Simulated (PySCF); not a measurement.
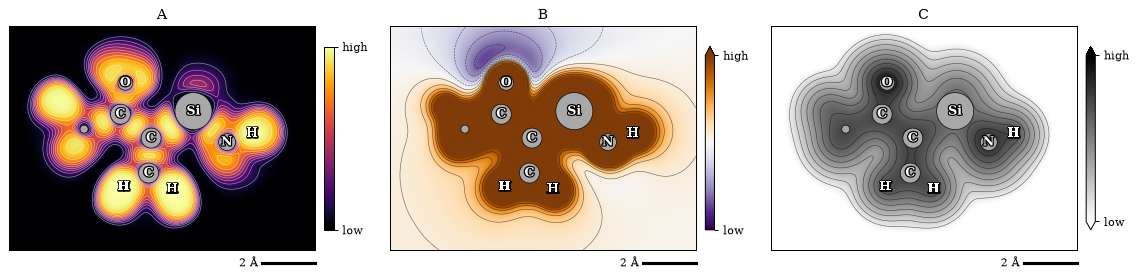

C₄H₉NOSi: 3 fields on the plane of atoms C2, Si3 and N4, with unlabelled colour scales. Grey discs cover the atomic cores.

Geometry: GFN2-xTB.

These are results of wB97X-D/def2-SVPD, SCF density, gas phase (PySCF 2.14.0), not measurements.

Which field does each panel show? The fields are: electron density, electron localisation function and electrostatic potential.

Panel A: electron localisation function. Panel B: electrostatic potential (strongly positive close to the atoms, with negative regions outside electron-rich atoms). Panel C: electron density. From the grid: C–O (1.22 Å): the density is about 3.3 e/Å³ at the midpoint; the ELF peaks at about 0.85 between the atoms (a short, multiple covalent bond). C–C (1.33 Å): ρ is about 2.3 e/Å³ halfway; the ELF peaks at about 0.90 between the atoms; a short, multiple covalent bond.
